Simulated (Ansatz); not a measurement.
The starting structures come from a database of crystals and need not be the phases stable at ambient conditions.

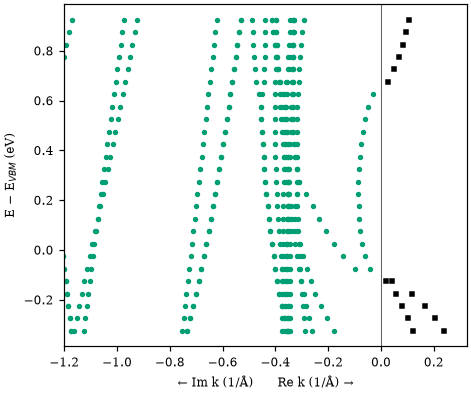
Figure. Complex bands at the centre of the two-dimensional zone; r2SCAN in Ansatz (a quantum-chemistry and plane-wave program)

The gap is the functional's own. No spin-orbit coupling. Mid-gap values are interpolated on the energy grid.

Question: This is In5AgSe8 (P-42m, not sure to be the ambient phase, 14 atoms a cell, 29.1 Å³ an atom) along the normal of (100). Read off the slowest decay at the centre of the two-dimensional zone at 0.33 eV, the computed energy nearest the middle of the gap.

Answer: κ ≈ 0.08 1/Å, a decay length 1/(2κ) of the density of 6.0 Å.
